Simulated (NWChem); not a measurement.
# CH3Cl3Si (methyltrichlorosilane) at 5 levels

Aim: a comparison of 5 runs (HF/def2-SVP, B3LYP/6-311G**, PBE0/def2-SVP, B3LYP/pcseg-2, MP2/pcseg-1) of CH3Cl3Si (methyltrichlorosilane). 

The calculation is run with NWChem 7.3.0.

**1. The system as given**

CH3Cl3Si has 8 atoms, charge 0, and is taken as a singlet. SMILES: `C[Si](Cl)(Cl)Cl`. Geometry: relaxed at PBE0-D4/def2-TZVP.

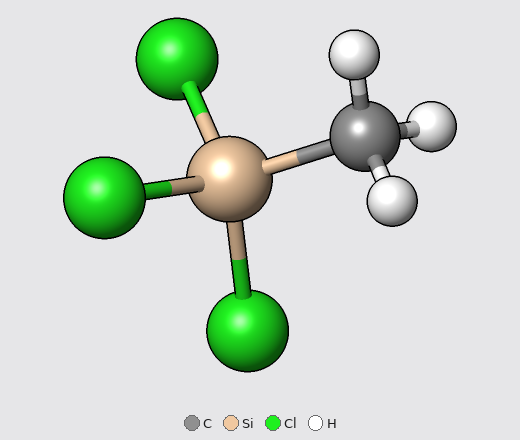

Viewed from a chosen angle; carbon grey, silicon light orange, chlorine green, hydrogen white.

**2. Energy and forces at HF/def2-SVP (run 1)**

The input, ch3cl3si.xyz:

```xyz
8
CH3Cl3Si hf
C     -0.728900    -0.279600     0.686100
Si     0.568900     0.197900    -0.528700
Cl     2.360400    -0.640000    -0.033600
Cl     0.065900    -0.429500    -2.402200
Cl     0.801200     2.223000    -0.573800
H     -0.844500    -1.365200     0.700800
H     -0.448300     0.061100     1.684800
H     -1.682600     0.175200     0.410800
```

The input, run.py:

```python
from ase.io import read
from ase.calculators.nwchem import NWChem

atoms = read('ch3cl3si.xyz')

calc = NWChem(
    label='ch3cl3si',
    theory='scf',
    memory='2200 mb',
    basis='def2-SVP',
    basispar='spherical bse',
    scf={'nopen': '0', 'rhf': None, 'thresh': '1e-08', 'maxiter': '80', 'print': 'low'},
)
atoms.calc = calc

forces = atoms.get_forces()
print(f"energy = {atoms.get_potential_energy():.6f} eV")
print("forces (eV/A):")
for s, f in zip(atoms.symbols, forces):
    print(f"{s:2s} {f[0]:10.5f} {f[1]:10.5f} {f[2]:10.5f}")
```

The run is started by

```console
export ASE_NWCHEM_COMMAND="nwchem PREFIX.nwi > PREFIX.nwo"
python run.py
```

Standard output:

```text
energy = -46440.807424 eV
forces (eV/A):
C    -0.12969   -0.04654    0.12141
Si   -0.05903   -0.01995    0.05595
Cl    0.33275   -0.16419    0.10428
Cl   -0.10660   -0.12398   -0.34910
Cl    0.03414    0.38222    0.00098
H    -0.02972    0.03013    0.03188
H    -0.04592   -0.02664   -0.00895
H     0.00411   -0.03106    0.04355
```

The calculator wrote ch3cl3si.nwi:

```
title "ch3cl3si"

permanent_dir ch3cl3si

scratch_dir ch3cl3si

start ch3cl3si

geometry units angstrom nocenter noautosym noautoz
  C  -7.2889999999999999e-01 -2.7960000000000002e-01 6.8610000000000004e-01
  Si 5.6889999999999996e-01 1.9789999999999999e-01 -5.2869999999999995e-01
  Cl 2.3603999999999998e+00 -6.4000000000000001e-01 -3.3599999999999998e-02
  Cl 6.5900000000000000e-02 -4.2949999999999999e-01 -2.4022000000000001e+00
  Cl 8.0120000000000002e-01 2.2229999999999999e+00 -5.7379999999999998e-01
  H  -8.4450000000000003e-01 -1.3652000000000000e+00 7.0079999999999998e-01
  H  -4.4829999999999998e-01 6.1100000000000002e-02 1.6848000000000001e+00
  H  -1.6826000000000001e+00 1.7519999999999999e-01 4.1080000000000000e-01
end

memory 2200 mb

basis spherical bse noprint
   * library def2-SVP
end

scf
  nopen 0
  rhf
  thresh 1e-08
  maxiter 80
  print low
end

task scf gradient
```

ch3cl3si.nwo:

```text
Northwest Computational Chemistry Package (NWChem) 7.3.0
             --------------------------------------------------------

           Job information
           ---------------

    nwchem branch   = 7.3.0
    use scalapack   = T
    input           = ch3cl3si.nwi
    prefix          = ch3cl3si.
    data base       = ch3cl3si/ch3cl3si.db
    status          = startup
    nproc           =        1

           Memory information
           ------------------

    heap     =     72089596 doubles =      550.0 Mbytes
    stack    =     72089601 doubles =      550.0 Mbytes
    global   =    144179200 doubles =     1100.0 Mbytes (distinct from heap & stack)
    total    =    288358397 doubles =     2200.0 Mbytes
    verify   = yes
    hardfail = no

[... 38 lines left out ...]
            Nuclear Dipole moment (a.u.)
[... 73 lines left out ...]
       Final RHF  results
       ------------------

         Total SCF energy =  -1706.668208037629
      One-electron energy =  -3236.694327077653
      Two-electron energy =   1089.728753502614
 Nuclear repulsion energy =    440.297365537410

        Time for solution =     14.5s

                              NWChem Gradients Module
                              -----------------------

                         RHF ENERGY GRADIENTS

    atom               coordinates                        gradient
                 x          y          z           x          y          z
   1 C      -1.377421  -0.528367   1.296541    0.002522   0.000905  -0.002361
   2 Si      1.075065   0.373977  -0.999098    0.001148   0.000388  -0.001088
   3 Cl      4.460509  -1.209425  -0.063495   -0.006471   0.003193  -0.002028
[... 4 lines of this table left out ...]
   8 H      -3.179653   0.331080   0.776299   -0.000080   0.000604  -0.000847

 Task  times  cpu:       18.9s     wall:       18.9s
 Total times  cpu:       18.9s     wall:       18.9s
```

Run time: 20 s. Hardware: 1 thread of Intel Xeon Platinum 8488C (Sapphire Rapids), shared host; peak memory 0.1 GiB.

**3. Energy and gradient at B3LYP/6-311G(d,p) (run 2)**

The input, mol.nw:

```
start mol
memory total 2200 mb

geometry noautosym nocenter noautoz
  C     -0.728900    -0.279600     0.686100
  Si     0.568900     0.197900    -0.528700
  Cl     2.360400    -0.640000    -0.033600
  Cl     0.065900    -0.429500    -2.402200
  Cl     0.801200     2.223000    -0.573800
  H     -0.844500    -1.365200     0.700800
  H     -0.448300     0.061100     1.684800
  H     -1.682600     0.175200     0.410800
end

basis spherical bse
  * library 6-311G**
end

dft
  xc b3lyp
  grid fine
  convergence energy 1e-08
  maxiter 100
  mulliken
  print low
end

task dft gradient
```

The run is started by

```console
nwchem mol.nw > mol.out
```

Standard output:

```text
[...]
 d= 0,ls=0.0,diis     1  -1710.1888586864 -2.15D+03  9.01D-03  2.53D+00     4.9
[...]
 d= 0,ls=0.0,diis     8  -1710.2819267254 -7.49D-09  2.34D-06  2.65D-07    37.3
         Total DFT energy =    -1710.281926725443
      One electron energy =    -3237.819204139046
           Coulomb energy =     1199.627285880822
    Exchange-Corr. energy =     -112.387374004629
 Nuclear repulsion energy =      440.297365537411
[...]
      Total Density - Mulliken Population Analysis
     ---------------------------------------------
    Atom       Charge   Shell Charges
 -----------   ------   -------------------------------------------------------
    1 C    6     6.58   1.10  0.89  0.66  0.74  1.56  0.52  1.08  0.03
    2 Si  14    13.11   0.79  1.18  0.95  1.04  0.92  0.09  1.98  3.89  0.63  1.34 -0.02  0.34
    3 Cl  17    17.26   0.78  1.19  0.89  1.09  1.02  1.02  7.43 -1.52  1.08  3.02  1.24  0.02
    4 Cl  17    17.26   0.78  1.19  0.89  1.09  1.02  1.02  7.43 -1.52  1.08  3.02  1.24  0.02
    5 Cl  17    17.26   0.78  1.19  0.89  1.09  1.02  1.02  7.43 -1.52  1.08  3.02  1.24  0.02
    6 H    1     0.84   0.27  0.45  0.10  0.02
    7 H    1     0.84   0.27  0.45  0.10  0.02
    8 H    1     0.84   0.27  0.45  0.10  0.02
[...]
                         DFT ENERGY GRADIENTS
    atom               coordinates                        gradient
                 x          y          z           x          y          z
   1 C      -1.377421  -0.528367   1.296541    0.001990   0.000712  -0.001864
   2 Si      1.075065   0.373977  -0.999098    0.002758   0.000987  -0.002591
   3 Cl      4.460509  -1.209425  -0.063495   -0.008010   0.003879  -0.002405
   4 Cl      0.124533  -0.811637  -4.539500    0.002453   0.002919   0.008395
   5 Cl      1.514048   4.200861  -1.084325   -0.000900  -0.009148   0.000055
   6 H      -1.595874  -2.579854   1.324320    0.000562   0.000261  -0.000529
   7 H      -0.847164   0.115462   3.183810    0.000553   0.000198  -0.000543
   8 H      -3.179653   0.331080   0.776299    0.000593   0.000191  -0.000519
 Task  times  cpu:       52.0s     wall:       52.0s
 Total times  cpu:       52.0s     wall:       52.0s
```

Wall time 53 s (1 thread of Intel Xeon Platinum 8488C (Sapphire Rapids), shared host); peak memory 0.14 GiB.

Runs 3 to 4 aren't shown in full; the table further down has their settings and results.

**4. Energy and gradient at MP2/pcseg-1 (run 5)**

The input, mol.nw:

```
START mol
TITLE "CH3Cl3Si gradient"
memory total 2200 mb
charge 0

GEOMETRY noautosym nocenter noautoz
   C    -0.728900   -0.279600    0.686100
   Si    0.568900    0.197900   -0.528700
   Cl    2.360400   -0.640000   -0.033600
   Cl    0.065900   -0.429500   -2.402200
   Cl    0.801200    2.223000   -0.573800
   H    -0.844500   -1.365200    0.700800
   H    -0.448300    0.061100    1.684800
   H    -1.682600    0.175200    0.410800
END

BASIS spherical bse
   * library pcseg-1
END

SCF
   singlet
   rhf
   thresh 1e-08
   maxiter 80
   noprint "final vectors analysis"
END

MP2
   freeze core 21
   tight
END

TASK mp2 gradient
```

The run is started by

```console
nwchem mol.nw > mol.out
```

Standard output:

```text
[...]
  functions       =   101
[...]
  wavefunction    = RHF
[...]
         Total SCF energy =  -1707.086275600117
      One-electron energy =  -3237.227058565455
      Two-electron energy =   1089.843417427927
 Nuclear repulsion energy =    440.297365537411
        Time for solution =     25.9s
[...]
          Total MP2 energy         -1707.708363028008
[...]
                         mp2 ENERGY GRADIENTS
    atom               coordinates                        gradient
                 x          y          z           x          y          z
   1 C      -1.377421  -0.528367   1.296541    0.000283   0.000082  -0.000266
   2 Si      1.075065   0.373977  -0.999098    0.000758   0.000247  -0.000722
   3 Cl      4.460509  -1.209425  -0.063495   -0.004835   0.002702  -0.001974
   4 Cl      0.124533  -0.811637  -4.539500    0.002034   0.002073   0.005115
   5 Cl      1.514048   4.200861  -1.084325   -0.000167  -0.005837  -0.000359
   6 H      -1.595874  -2.579854   1.324320    0.000539   0.000943  -0.000445
   7 H      -0.847164   0.115462   3.183810    0.000268  -0.000063  -0.001108
   8 H      -3.179653   0.331080   0.776299    0.001121  -0.000146  -0.000242
[...]
```

Run time: 72 s. Hardware: 1 thread of Intel Xeon Platinum 8488C (Sapphire Rapids), shared host; peak memory 0.37 GiB.

**5. All runs side by side**

| run | level | iteration cap | module | energy (Eh) | largest force (eV/Å) | wall time |
| --- | --- | --- | --- | --- | --- | --- |
| 1 | HF/def2-SVP | 80 | scf | -1706.668208 | 0.385 | 20 s |
| 2 | B3LYP/6-311G** | 100 | dft | -1710.281927 | 0.474 | 53 s |
| 3 | PBE0/def2-SVP | 100 | dft | -1709.001578 | 0.339 | 23 s |
| 4 | B3LYP/pcseg-2 | 100 | dft | -1710.346796 | 0.286 | 3.4 min |
| 5 | MP2/pcseg-1 | 80 | mp2 | -1707.708363 | 0.302 | 72 s |

**6. What came out**

| quantity | value |
| --- | --- |
| run 5: total energy | -1707.70836 Eh |
| run 5: dipole moment (of the density that the program reports) | 2.31 D |
| run 5: correlation energy (21 core orbitals frozen) | -622.1 mEh |
| run 5: largest force on an atom | 0.302 eV/Å |

Over runs 3, 4, 5 the dipole moment (its size) runs from 2.05 D (PBE0/def2-SVP) to 2.31 D (MP2/pcseg-1). The two ends differ in method and basis. Totals of different functionals can't be ranked against each other. All runs together took 6.2 min, the longest 3.4 min.
